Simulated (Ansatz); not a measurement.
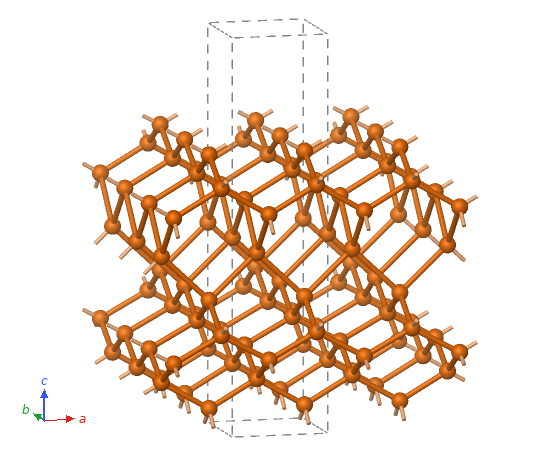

The picture shows a finite piece of the underlying net of a crystal structure, nodes on the atoms' positions. Nodes are coloured by topological kind. Edges to nodes outside the piece are drawn as stubs.

Classify the net: periodicity, connectivity, name.

A uninodal 4-connected, three-periodic net. It is the dia net, known from diamond, zinc blende and cristobalite.

Give point symbol and coordination sequence.

6⁶, sequence 4, 12, 24, 42, 64.

Origin of the net. Al₃AsN₂ (space group I-4m2, No. 119). Coordinates: the end point of a relaxation with Ansatz 0.2.0, DFT, PBE, plane waves, PAW; the starting structure was generated, so it need not be a known form of this composition. Bonds are taken as Al–As below 2.7 Å and Al–N below 2.2 Å. Simplification: prune 0- and 1-connected atoms, fold 2-connected ones into links. N, Al and As are 4-connected nodes.
